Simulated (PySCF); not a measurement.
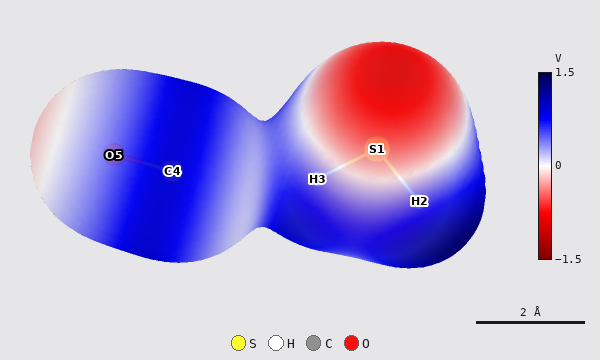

Figure. H₂S···CO (SMILES S.[C-]#[O+]). The electrostatic potential painted on the density surface at 0.002 e/bohr³, seen at a tilt; red is negative and blue positive.

Geometry: PBE0-D3(BJ)/def2-TZVPD.

Theory: wB97M-D3(BJ)/def2-TZVPD, SCF density, gas phase (PySCF 2.14.0).

```xyz
5

S     0.2645    0.6508    0.1598
H     1.3612   -0.1115    0.0347
H    -0.5510   -0.3534   -0.1986
C    -3.0852   -1.2575   -0.5667
O    -4.1990   -1.3840   -0.6257
```

**Where is the surface potential most negative and most positive?**

The most negative region (about −0.9 V) lies over S1, the most positive (about +1.3 V) over H2.
